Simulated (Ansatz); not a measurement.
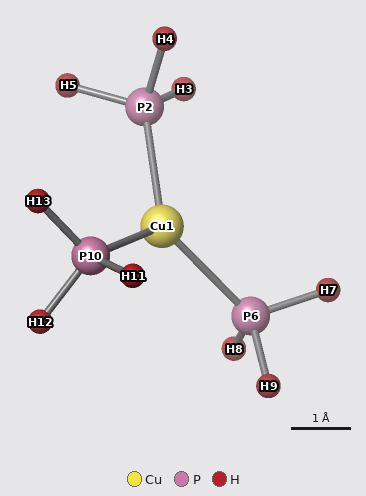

The structure as given in the input (ball-and-stick view, seen at a tilt; atoms are numbered from 1 in the order of the input). Sticks mark near contacts.

# What a change does: single-point calculation on CuP3H9

System: CuP3H9, charge +2, multiplicity 2.
Method of the first run: UKS PBE-D4/def2-TZVP (Ansatz 0.2.0).

The geometry comes from this level: B3LYP-D4/def2-SVP. Text and figures count atoms from 1; the logs count them from 0 in places.

### The input, the first run
```yaml
crystal:
  periodic: [false, false, false]
  atoms:
    - {symbol: Cu, position_ang: [-0.001443, 0.000962, -0.001876]}
    - {symbol: P, position_ang: [2.313589, 0.020321, -0.007734]}
    - {symbol: H, position_ang: [3.038195, 1.235932, 0.070211]}
    - {symbol: H, position_ang: [2.964402, -0.546390, -1.132569]}
    - {symbol: H, position_ang: [2.986570, -0.697720, 1.012661]}
    - {symbol: P, position_ang: [-1.175514, 1.995797, -0.008531]}
    - {symbol: H, position_ang: [-0.850647, 2.956202, -0.999385]}
    - {symbol: H, position_ang: [-1.056052, 2.822390, 1.137139]}
    - {symbol: H, position_ang: [-2.586345, 2.016614, -0.142620]}
    - {symbol: P, position_ang: [-1.138385, -2.015325, 0.012750]}
    - {symbol: H, position_ang: [-2.065689, -2.258226, -1.031699]}
    - {symbol: H, position_ang: [-1.986290, -2.281151, 1.117431]}
    - {symbol: H, position_ang: [-0.442391, -3.249426, -0.025780]}
basis:
  gaussian: {orbitals: def2-TZVP, initial_orbitals: start.molden}
total_charge: 2
magnetization: {spin_polarized: true, initial_magnetization: 1}
hamiltonian: {xc: pbe, dispersion: d4}
scf: {omitted_lower_state_checks: [starts]}
output: {orbitals: {seedname: orbitals}}
```

Command:
```bash
ansatz run in.yaml --threads 4 --pin off --events-out ev --progress --plain --max-ram 8704MiB
```

Hardware: 4 threads of Arm Neoverse N1, 23 GiB of memory available, shared host.

### Output (the first run)
```
Functional definition: PBE
  parameter kappa = 0.804
  parameter beta = 0.06672455060314922
  exchange = pbe_x(kappa = kappa, mu = beta*pi^2/3)
  correlation = pbe_c(beta = beta)
these checks for a lower state are left out or cut short: starts
1659 factors; their error is unknown
mean field evaluation 1: about -72616.8011 eV, gradient 9.9e0 eV
mean field evaluation 2: about -72617.0639 eV, gradient 4.5e-1 eV
mean field evaluation 4: about -72617.0337 eV, gradient 9.1e-2 eV
mean field evaluation 8: about -72617.0338 eV, gradient 1.1e-4 eV
mean field evaluation 16: about -72617.0338 eV, gradient 1.2e-5 eV
mean field -72617.03377516 eV, -2668.6267696437 hartree, gradient 3.9e-6 eV, S^2 0.751591; 0 other end points of the search recorded, 0 dependent functions left out
reference -72617.03382814 eV, -2668.6267715909 hartree; 41, 40 occupied and 169, 170 virtual orbitals, 1659 factors
Total energy: -72617.30929748 eV, -2668.6368949024 hartree
Checks for a lower state left out: starts
```

The second run used a changed input.

### The two runs side by side

```csv
quantity,the first run,the second run
outcome,converged,converged
total energy (hartree),−2668.636895,−2669.259803
HOMO (eV),−16.00,−1.55
LUMO (eV),−15.98,−1.02
⟨S²⟩,0.752,0.753
basis functions,210,210
wall time (shared host),19 s,8 s
```

Which change of the input explains these differences?

The change (lines with − go, lines with + come):
```diff
-total_charge: 2
```

The total energies belong to different systems, so their difference says nothing on which is more stable or more accurate. The HOMO goes from −16.00 to −1.55 eV. The LUMO goes from −15.98 to −1.02 eV. On the same kind of shared host the second run took about 0.43 times as long.

### Output (the second run)
```
Functional definition: PBE
  parameter kappa = 0.804
  parameter beta = 0.06672455060314922
  exchange = pbe_x(kappa = kappa, mu = beta*pi^2/3)
  correlation = pbe_c(beta = beta)
these checks for a lower state are left out or cut short: starts
1659 factors; their error is unknown
mean field evaluation 1: about -72633.7583 eV, gradient 9.9e0 eV
mean field evaluation 2: about -72633.9547 eV, gradient 2.9e-1 eV
mean field evaluation 4: about -72633.9178 eV, gradient 1.4e-3 eV
mean field -72633.91779361 eV, -2669.2472458776 hartree, gradient 1.1e-5 eV, S^2 0.752939; 0 other end points of the search recorded, 0 dependent functions left out
reference -72633.91785246 eV, -2669.2472480402 hartree; 42, 41 occupied and 168, 169 virtual orbitals, 1659 factors
Total energy: -72634.25950271 eV, -2669.2598034553 hartree
Checks for a lower state left out: starts
```
